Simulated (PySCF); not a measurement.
ZrO (triplet)

```
atom   x (Å)   y (Å)    z (Å)
  Zr  0.0000  0.0000  -0.2601
   O  0.0000  0.0000   1.4619
```

Core potentials replace the inner electrons of Zr.

The calculation used PBE0/def2-TZVPPD, non-relativistic Hamiltonian with scalar-relativistic core potentials where named, at a bond length of 1.722 Å (PySCF).

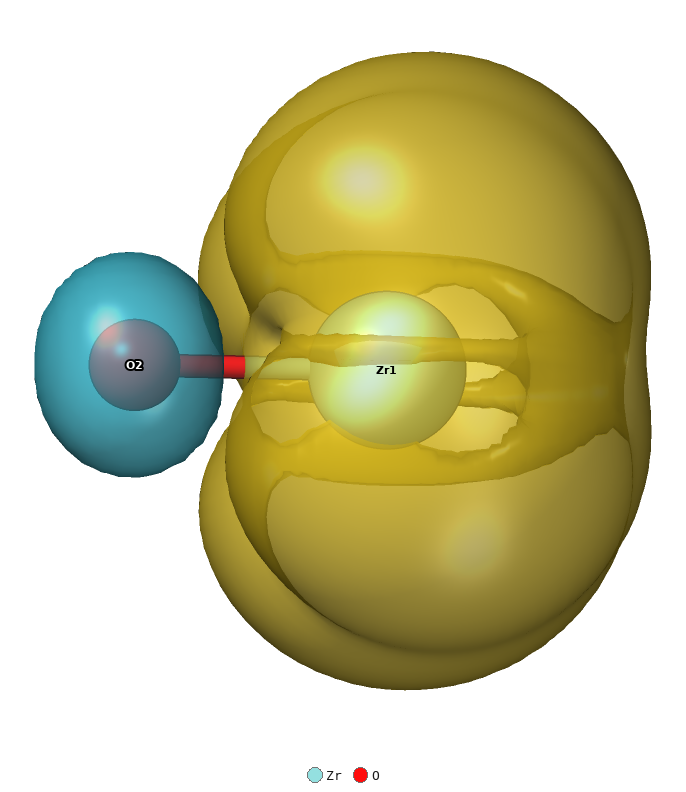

Figure 1. Isosurfaces of the spin density (α minus β) at +0.015 (yellow) and −0.015 e/Å³ (cyan), seen from one side.

### Where is the unpaired spin?

The unpaired spin (2 electrons) lies mostly on Zr1 (about 2.1), in electrons by Hirshfeld's partition, with opposite, polarisation-induced spin on O2.

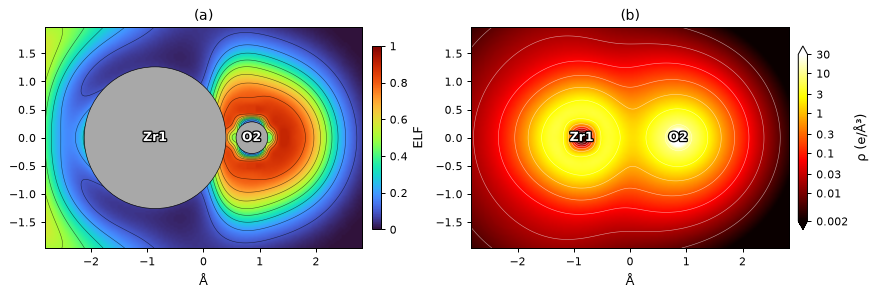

Figure 2. (a) electron localisation function; (b) electron density on a plane that holds the molecular axis. Grey discs cover the atomic cores in the ELF map.

### What does the map show?

The plane passes through Zr and O nuclei.
Zr–O (1.72 Å): ρ is about 1.7 e/Å³ halfway; the ELF peaks at about 0.80 in the valence shell of O, 0.5 Å from its nucleus, and drops to about 0.45 between the two atoms.

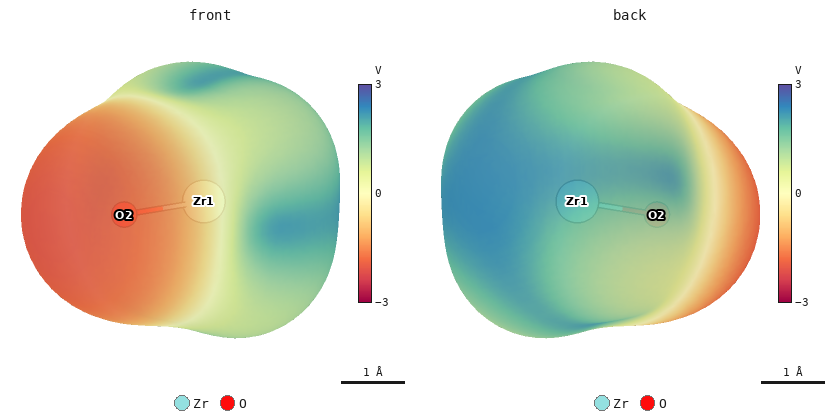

Figure 3. The molecular electrostatic potential painted on the density surface at 0.002 e/bohr³, seen from the front and from behind; red is negative and blue positive.

### Which sites attract a positive test charge, and which a negative one?

A positive charge is drawn to the negative regions and a negative charge to the positive ones. The most negative region (about −2.1 V) lies over O2, the most positive (about +2.4 V) over Zr1. O2 is the likeliest acceptor of a hydrogen bond.
